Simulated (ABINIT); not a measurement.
# GaN (F-43m): G0W0 with ABINIT, start to end, part 2 of 3

Aim: the G0W0 gap of GaN (F-43m) on LDA, step by step.

ABINIT 10.8.3; LDA and many-body steps on it, plane waves. Known limits of the many-body steps: not at the basis limit; no spin-orbit coupling; coarse k mesh.

So far. Step 2 (Ground state): The gap is direct, at Γ.

### Step 3. Bands along the symmetry lines

Level of this step: DFT, LDA, plane waves, norm-conserving pseudopotentials (ABINIT).

The cheap functional maps the bands first; the places of the edges decide which points the dearer methods must see.

Input file run.abi:

```
acell 3*1.0 Angstrom
rprim 
  0.000000000000 2.253500607500 2.253500607500
  2.253500607500 0.000000000000 2.253500607500
  2.253500607500 2.253500607500 0.000000000000
ntypat 2
znucl 31 7
natom 2
typat 1 2
xred 
  0.000000000000 0.000000000000 0.000000000000
  0.750000000000 0.750000000000 0.750000000000
pp_dirpath "pseudos"
pseudos "Ga.upf, N.upf"
ecut 45
iscf -2
irdden 1
kptopt 0
nkpt 50
kpt 
  0.00000000 0.00000000 0.00000000
  -0.06250000 -0.06250000 0.00000000
  -0.12500000 -0.12500000 0.00000000
  -0.18750000 -0.18750000 0.00000000
  -0.25000000 -0.25000000 0.00000000
  -0.31250000 -0.31250000 0.00000000
  -0.37500000 -0.37500000 0.00000000
  -0.43750000 -0.43750000 0.00000000
  -0.50000000 -0.50000000 0.00000000
  -0.48437500 -0.48437500 0.03125000
  -0.46875000 -0.46875000 0.06250000
  -0.45312500 -0.45312500 0.09375000
  -0.43750000 -0.43750000 0.12500000
  -0.42187500 -0.42187500 0.15625000
  -0.40625000 -0.40625000 0.18750000
  -0.39062500 -0.39062500 0.21875000
  -0.37500000 -0.37500000 0.25000000
  -0.37500000 0.00000000 0.37500000
  -0.32812500 0.00000000 0.32812500
  -0.28125000 0.00000000 0.28125000
  -0.23437500 0.00000000 0.23437500
  -0.18750000 0.00000000 0.18750000
  -0.14062500 0.00000000 0.14062500
  -0.09375000 0.00000000 0.09375000
  -0.04687500 0.00000000 0.04687500
  0.00000000 0.00000000 0.00000000
  0.00000000 0.00000000 0.06250000
  0.00000000 0.00000000 0.12500000
  0.00000000 0.00000000 0.18750000
  0.00000000 0.00000000 0.25000000
  0.00000000 0.00000000 0.31250000
  0.00000000 0.00000000 0.37500000
  0.00000000 0.00000000 0.43750000
  0.00000000 0.00000000 0.50000000
  -0.06250000 -0.03125000 0.46875000
  -0.12500000 -0.06250000 0.43750000
  -0.18750000 -0.09375000 0.40625000
  -0.25000000 -0.12500000 0.37500000
  -0.31250000 -0.15625000 0.34375000
  -0.37500000 -0.18750000 0.31250000
  -0.43750000 -0.21875000 0.28125000
  -0.50000000 -0.25000000 0.25000000
  -0.50000000 -0.28125000 0.21875000
  -0.50000000 -0.31250000 0.18750000
  -0.50000000 -0.34375000 0.15625000
  -0.50000000 -0.37500000 0.12500000
  -0.50000000 -0.40625000 0.09375000
  -0.50000000 -0.43750000 0.06250000
  -0.50000000 -0.46875000 0.03125000
  -0.50000000 -0.50000000 0.00000000
istwfk *1
nband 23
nbdbuf 5
tolwfr 1e-07
nstep 50
prtwf 0
prtvol 0
indata_prefix "in"
outdata_prefix "out"
tmpdata_prefix "tmp"
```

On the command line:

```sh
$ OMP_NUM_THREADS=1 mpirun -n 8 abinit run.abi > log
```

Numbers of over 12 decimals in the logs are rounded to 6 here.

Log:

```text
.Version 10.8.3 of ABINIT. v10.8.2 released Aug 2026.

 Symmetries : space group F-4 3 m (#216); Bravais cF (face-center cubic)
[... echo of the input left out ...]
== DATASET  1 ==================================================================
-   mpi_nproc: 8, omp_nthreads: 1 (-1 if OMP is not activated)

--- !DatasetInfo
iteration_state: {dtset: 1, }
dimensions: {natom: 2, nkpt: 50, mband: 23, nsppol: 1, nspinor: 1, nspden: 1, mpw: 2252, }
cutoff_energies: {ecut:  45.0, pawecutdg:  -1.0, }
electrons: {nelect:   2.60000000E+01, charge:   0.00000000E+00, occopt:   1.00000000E+00, tsmear:   1.00000000E-02, }

 Real(R)+Recip(G) space primitive vectors, cartesian coordinates (Bohr,Bohr^-1):
 R(1)=  0.0000000  4.2584990  4.2584990  G(1)= -0.1174123  0.1174123  0.1174123
 R(2)=  4.2584990  0.0000000  4.2584990  G(2)=  0.1174123 -0.1174123  0.1174123
 R(3)=  4.2584990  4.2584990  0.0000000  G(3)=  0.1174123  0.1174123 -0.1174123
 Unit cell volume ucvol=  1.5445417E+02 bohr^3
 Angles (23,13,12)=  6.00000000E+01  6.00000000E+01  6.00000000E+01 degrees

 getcut: wavevector=  0.0000  0.0000  0.0000  ngfft=  40  40  40
         ecut(hartree)=     45.000   => boxcut(ratio)=   2.19947

--- Pseudopotential description ------------------------------------------------
- Ga Generated using ONCVPSP code by D. R. Hamann
- 31.00000  21.00000  180309                  znucl, zion, pspdat
12 -1012 2 -1 1858                            pspcod,pspxc,lmax,lloc,mmax
     nproj     2     2     2
  pspatm : epsatm=   21.89818218
         --- l  ekb(1:nproj) -->
             0    4.942386   -1.222782
             1   -5.724586   -1.365263
             2  -10.663097   -3.851155
 pspatm: atomic psp has been read  and splines computed

- N Generated using ONCVPSP code by D. R. Hamann
-  7.00000   5.00000  180309                  znucl, zion, pspdat
12 -1012 1 -1 1058                            pspcod,pspxc,lmax,lloc,mmax
     nproj     2     2     0
  pspatm : epsatm=    5.30777321
         --- l  ekb(1:nproj) -->
[...]
pspatm: atomic psp has been read  and splines computed

--------------------------------------------------------------------------------

================================================================================
 prteigrs : about to open file out_EIG
 Non-SCF case, kpt    1 (  0.00000  0.00000  0.00000), residuals and eigenvalues=
  1.34E-08  2.75E-08  4.93E-08  7.72E-08  1.14E-08  1.71E-08  2.65E-08  4.48E-08
  8.42E-08  6.38E-08  2.44E-08  2.99E-08  6.76E-08  1.61E-08  1.38E-08  2.02E-08
  4.90E-08  3.61E-08  5.51E-08  2.10E-08  7.75E-07  2.78E-07  2.45E-05
 -4.9590E+00 -3.1641E+00 -3.1641E+00 -3.1641E+00 -3.4194E-01 -2.6273E-01
 -2.6273E-01 -2.6273E-01 -2.5143E-01 -2.5143E-01  2.3818E-01  2.3818E-01
  2.3818E-01  3.0259E-01  6.1142E-01  6.1142E-01  6.1142E-01  8.7394E-01
  9.2420E-01  9.2420E-01  9.2420E-01  9.6414E-01  9.6414E-01
[...]
9.5060E-01  9.6379E-01  9.6379E-01  9.7804E-01  1.0325E+00
[...]
Non-SCF case, kpt   49 ( -0.50000 -0.46875  0.03125), residuals and eigenvalues=
[...]
1.0357E+00  1.1496E+00  1.1560E+00  1.1799E+00  1.2711E+00
 Non-SCF case, kpt   50 ( -0.50000 -0.50000  0.00000), residuals and eigenvalues=
[...]
-2.5193E-01 -2.5193E-01 -2.4853E-01 -1.8051E-01  9.9533E-03  1.3805E-01
  1.3805E-01  3.5886E-01  4.7681E-01  6.6096E-01  7.4340E-01  7.4340E-01
  1.0333E+00  1.1507E+00  1.1765E+00  1.1765E+00  1.2524E+00

--- !ResultsGS
iteration_state: {dtset: 1, }
comment   : Summary of ground state results
lattice_vectors:
- [  0.0000000,   4.2584990,   4.2584990, ]
- [  4.2584990,   0.0000000,   4.2584990, ]
- [  4.2584990,   4.2584990,   0.0000000, ]
lattice_lengths: [   6.02243,    6.02243,    6.02243, ]
lattice_angles: [ 60.000,  60.000,  60.000, ] # degrees, (23, 13, 12)
lattice_volume:   1.5445417E+02
convergence: {deltae:  0.000E+00, res2:  0.000E+00, residm:  9.951E-08, diffor:  0.000E+00, }
etotal    :  -2.58349317E+02
entropy   :   0.00000000E+00
fermie    :   2.38182463E-01
cartesian_stress_tensor: null
pressure_GPa: null
xred      :
- [  0.0000E+00,   0.0000E+00,   0.0000E+00, Ga]
- [  7.5000E-01,   7.5000E-01,   7.5000E-01,  N]
cartesian_forces: null
force_length_stats: {min: null, max: null, mean: null, }

 Integrated electronic density in atomic spheres:
 ------------------------------------------------
 Atom  Sphere_radius  Integrated_density
[...]
================================================================================

 ----iterations are completed or convergence reached----

 Mean square residual over all n,k,spin=   39.830E-09; max=  99.505E-09
 reduced coordinates (array xred) for    2 atoms
       0.000000000000      0.000000000000      0.000000000000
       0.750000000000      0.750000000000      0.750000000000

 cartesian coordinates (angstrom) at end:
    1      0.000000     0.000000     0.000000
    2      3.380251     3.380251     3.380251
 length scales=  1.889726125908  1.889726125908  1.889726125908 bohr
              =  1.000000000000  1.000000000000  1.000000000000 angstroms
 prteigrs : about to open file out_EIG
 Eigenvalues (hartree) for nkpt=  50  k points:
 kpt#   1, nband= 23, wtk=  1.00000, kpt=  0.0000  0.0000  0.0000 (reduced coord)
[...]
kpt#   2, nband= 23, wtk=  1.00000, kpt= -0.0625 -0.0625  0.0000 (reduced coord)
[...]
kpt#   3, nband= 23, wtk=  1.00000, kpt= -0.1250 -0.1250  0.0000 (reduced coord)
[...]
kpt#  49, nband= 23, wtk=  1.00000, kpt= -0.5000 -0.4687  0.0313 (reduced coord)
[...]
0.73882    0.74448    1.03570    1.14958    1.15596    1.17990    1.27109
 kpt#  50, nband= 23, wtk=  1.00000, kpt= -0.5000 -0.5000  0.0000 (reduced coord)
  -4.95898   -3.16424   -3.16413   -3.16413   -0.30714   -0.25987   -0.25193   -0.25193
  -0.24853   -0.18051    0.00995    0.13805    0.13805    0.35886    0.47681    0.66096
   0.74340    0.74340    1.03330    1.15066    1.17649    1.17649    1.25241

== END DATASET(S) ==============================================================
================================================================================

 -outvars: echo values of variables after computation  --------
            nband          23
             nkpt          50
          spgroup         216
 [... the other variables as echoed above ...]

 Calculation completed.
```

The job ended after 6 s (8 MPI ranks of Arm Neoverse V2, shared host; peak memory 0.5 GiB).

Numbers from this step:

| Item | Value |
| --- | --- |
| gap | 1.753 eV |
| k of the valence top | 0, 0, 0 |
| k of the conduction bottom | 0, 0, 0 |
| least direct gap | 1.753 eV |

The gap is 1.753 eV, as in the run before at this level.

The electronic bands at the labelled points (eV, zero at the top of the highest filled band):

| point | band 10 | band 11 | band 12 | band 13 | band 14 | band 15 | band 16 | band 17 |
| --- | --- | --- | --- | --- | --- | --- | --- | --- |
| Γ | -13.32 | 0.00 | 0.00 | 0.00 | 1.75 | 10.16 | 10.16 | 10.16 |
| X | -11.39 | -6.21 | -2.72 | -2.72 | 3.28 | 6.49 | 11.50 | 13.75 |
| U | -11.24 | -5.95 | -4.30 | -2.19 | 4.91 | 7.71 | 10.89 | 12.67 |
| jump to K | -11.24 | -5.95 | -4.30 | -2.19 | 4.91 | 7.71 | 10.89 | 12.67 |
| Γ | -13.32 | 0.00 | 0.00 | 0.00 | 1.75 | 10.16 | 10.16 | 10.16 |
| L | -11.89 | -7.11 | -0.98 | -0.98 | 4.55 | 8.60 | 10.24 | 10.24 |
| W | -11.11 | -5.78 | -3.73 | -3.68 | 6.14 | 8.22 | 10.18 | 10.93 |
| X | -11.39 | -6.21 | -2.72 | -2.72 | 3.28 | 6.49 | 11.50 | 13.75 |

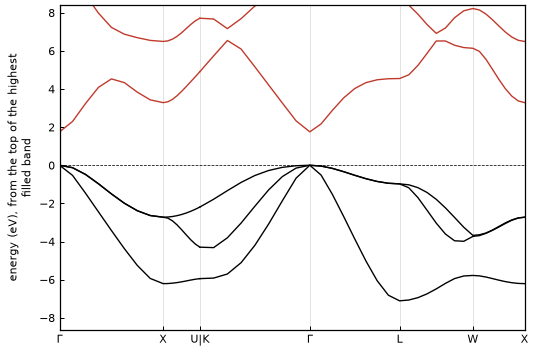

Electronic bands along the path; lines of filled and empty bands in two colours.

### Step 4. Empty states on the mesh, 4×4×4 mesh, 89 bands

The sums over transitions need many empty states on a uniform mesh; this step solves for them.

Input file run.abi:

```
acell 3*1.0 Angstrom
rprim 
  0.000000000000 2.253500607500 2.253500607500
  2.253500607500 0.000000000000 2.253500607500
  2.253500607500 2.253500607500 0.000000000000
ntypat 2
znucl 31 7
natom 2
typat 1 2
xred 
  0.000000000000 0.000000000000 0.000000000000
  0.750000000000 0.750000000000 0.750000000000
pp_dirpath "pseudos"
pseudos "Ga.upf, N.upf"
ecut 45
ngkpt 4 4 4
nshiftk 1
shiftk 0 0 0
kptopt 1
chksymbreak 0
irdden 1
istwfk *1
nband 89
prtvol 0
optdriver 6
gwr_task "HDIAGO"
paral_kgb 0
occopt 1
indata_prefix "in"
outdata_prefix "out"
tmpdata_prefix "tmp"
```

Log:

```text
[banner, memory and clock lines left out]
.Version 10.8.3 of ABINIT. v10.8.2 released Aug 2026.

 Symmetries : space group F-4 3 m (#216); Bravais cF (face-center cubic)
[... echo of the input left out ...]
== DATASET  1 ==================================================================
-   mpi_nproc: 8, omp_nthreads: 1 (-1 if OMP is not activated)

--- !DatasetInfo
iteration_state: {dtset: 1, }
dimensions: {natom: 2, nkpt: 8, mband: 89, nsppol: 1, nspinor: 1, nspden: 1, mpw: 2252, }
cutoff_energies: {ecut:  45.0, pawecutdg:  -1.0, }
electrons: {nelect:   2.60000000E+01, charge:   0.00000000E+00, occopt:   1.00000000E+00, tsmear:   1.00000000E-02, }

.Using double precision arithmetic; gwpc =  8

- Reading GS density from: in_DEN

--- Pseudopotential description ------------------------------------------------
- Ga Generated using ONCVPSP code by D. R. Hamann
- 31.00000  21.00000  180309                  znucl, zion, pspdat
12 -1012 2 -1 1858                            pspcod,pspxc,lmax,lloc,mmax
     nproj     2     2     2
  pspatm : epsatm=   21.89818218
         --- l  ekb(1:nproj) -->
             0    4.942386   -1.222782
             1   -5.724586   -1.365263
             2  -10.663097   -3.851155
 pspatm: atomic psp has been read  and splines computed

- N Generated using ONCVPSP code by D. R. Hamann
-  7.00000   5.00000  180309                  znucl, zion, pspdat
12 -1012 1 -1 1058                            pspcod,pspxc,lmax,lloc,mmax
     nproj     2     2     0
  pspatm : epsatm=    5.30777321
         --- l  ekb(1:nproj) -->
             0    7.408032    0.617798
             1   -4.361519   -1.032581
 pspatm: atomic psp has been read  and splines computed

   7.07354840E+02                                ecore*ucvol(ha*bohr**3)

 Total charge density [el/Bohr^3]
)     Maximum=    6.4775E+00  at reduced coord.    0.9500    0.9750    0.9750
)     Minimum=    5.5907E-03  at reduced coord.    0.5000    0.5000    0.5000
   Integrated=    2.6000E+01

 === KS gaps after direct diagonalization ===
 Direct band gap semiconductor
 Fundamental gap:     1.753 (eV)
   VBM:     6.481 (eV) at k: [ 0.0000E+00,  0.0000E+00,  0.0000E+00]
   CBM:     8.234 (eV) at k: [ 0.0000E+00,  0.0000E+00,  0.0000E+00]
 Direct gap:         1.753 (eV) at k: [ 0.0000E+00,  0.0000E+00,  0.0000E+00]

== END DATASET(S) ==============================================================

 -outvars: echo values of variables after computation  --------
           etotal      0.0000000000E+00
            nband          89
             nkpt           8
          spgroup         216
 [... the other variables as echoed above ...]

 Calculation completed.
```

It took 11 s on 8 MPI ranks; peak memory 2.6 GiB; 87 s of CPU time.

Numbers from this step:

| Property | Result |
| --- | --- |
| gap | 1.753 eV |
| k of the valence top | 0, 0, 0 |
| k of the conduction bottom | 0, 0, 0 |
| least direct gap | 1.753 eV |
| k points computed | 8 |
| lowest point of the top converged band, above the valence top | 106.7511 eV |

On this mesh the gap is 1.753 eV.

### Step 5. Screening, 4×4×4 mesh, 81 bands, screening to 225.9 eV

The RPA dielectric matrix is built and inverted for each q.

This step: RPA screening on LDA, plane waves, norm-conserving pseudopotentials.

Edit run.abi of step 4 so:

```diff
@@ -20,10 +20,11 @@
 chksymbreak 0
-irdden 1
 istwfk *1
-nband 89
-prtvol 0
-optdriver 6
-gwr_task "HDIAGO"
-paral_kgb 0
 occopt 1
+irdwfk 1
+optdriver 3
+nband 81
+ecuteps 8.3
+inclvkb 2
+awtr 1
+symchi 1
 indata_prefix "in"
```

Log:

```text
.Version 10.8.3 of ABINIT. v10.8.2 released Aug 2026.

 Symmetries : space group F-4 3 m (#216); Bravais cF (face-center cubic)
[... echo of the input left out ...]
== DATASET  1 ==================================================================
-   mpi_nproc: 8, omp_nthreads: 1 (-1 if OMP is not activated)

--- !DatasetInfo
iteration_state: {dtset: 1, }
dimensions: {natom: 2, nkpt: 8, mband: 81, nsppol: 1, nspinor: 1, nspden: 1, mpw: 2252, }
cutoff_energies: {ecut:  45.0, pawecutdg:  -1.0, }
electrons: {nelect:   2.60000000E+01, charge:   0.00000000E+00, occopt:   1.00000000E+00, tsmear:   1.00000000E-02, }

 SCREENING: Calculation of the susceptibility and dielectric matrices

 Based on a program developped by R.W. Godby, V. Olevano, G. Onida, and L. Reining.
 Incorporated in ABINIT by V. Olevano, G.-M. Rignanese, and M. Torrent.
.Using double precision arithmetic ; gwpc =  8

[... cell and pseudopotentials left out ...]
--------------------------------------------------------------------------------

 ==== K-mesh for the wavefunctions ====
 Number of points in the irreducible wedge :     8
[... list of points left out ...]
 Together with 24 symmetry operations and time-reversal symmetry
 yields    64 points in the full Brillouin Zone.

 ==== Q-mesh for the screening function ====
 Number of points in the irreducible wedge :     8
[... list of points left out ...]
 Together with 24 symmetry operations and time-reversal symmetry
 yields    64 points in the full Brillouin Zone.

 setmesh: FFT mesh size selected  =    25x   25x   25
          total number of points  =        15625

 vcoul_init : cutoff-mode = AUXILIARY_FUNCTION
 q-points for optical limit:   1
     1)      0.000010    0.000020    0.000030

- screening: taking advantage of time-reversal symmetry
- Maximum band index for partially occupied states nbvw = 13
- Remaining bands to be divided among processors   nbcw = 68
- Number of bands treated by each node ~8

 Number of electrons calculated from density =   26.0000; Expected =   26.0000
 average of density, n =  0.168335
 r_s =    1.1235
 omega_plasma =   39.5770 [eV]

 calculating chi0 at frequencies [eV] :
  1    0.000000E+00    0.000000E+00
  2    0.000000E+00    3.957696E+01

--------------------------------------------------------------------------------
  q-point number  1        q = ( 0.000000, 0.000000, 0.000000) [r.l.u.]
--------------------------------------------------------------------------------
[... chi0 elements left out ...]
 For q-point:  0.000010 0.000020 0.000030
  dielectric constant =   9.1182
  dielectric constant without local fields =   9.7897

  Average fulfillment of the sum rule on Im[epsilon] for q-point    1 :     44.93  [%]
[... wings left out ...]
  q-point number  2        q = ( 0.250000, 0.000000, 0.000000) [r.l.u.]
--------------------------------------------------------------------------------
[... chi0 elements left out ...]
  Average fulfillment of the sum rule on Im[epsilon] for q-point    2 :     55.35  [%]

 [... 6 further q-points ...]
```

Run time: 7.1 s. Hardware: 8 MPI ranks; peak memory 0.93 GiB.

This step gave:

```yaml
eps_infinity_with_local_fields_on_this_mesh_along_the_program_s_q_direction: 9.118
the_same_without_local_fields: 9.790
plasma_frequency: 39.58 eV
plane_waves_in_the_screening_matrix: 169
```

Local fields lower ε∞ by 7 %. On a Γ-centred mesh this coarse the value itself is usually too large, while a short band sum pulls it down.

(Continued in part 3 of 3.)

[Paths, hosts, dates, memory and timing lines, banners, echoed tables and standing remarks are left out of the program output.]

[Logs are printed without paths, hosts, clocks, repeated set-up lines and the standing remarks that a program may print on its own settings, such as how far it seeks lower states.]

[Runs of the session that timed out or met a known fault of the program may be left out.]

[Hosts, paths, dates, database ids (printed as entryN), source tags and the programs' standing remarks are cut or masked in the printed files.]

[G0W0 gaps are taken among the corrected bands and points alone; a level outside them can change the order at an edge.]

[Where Ansatz stands beside ABINIT at settings called matched, ABINIT's density can come from a denser mesh and the files from another edition; pairs whose starting gaps differed by over 0.03 eV were left out, so agreement reads better than it is.]
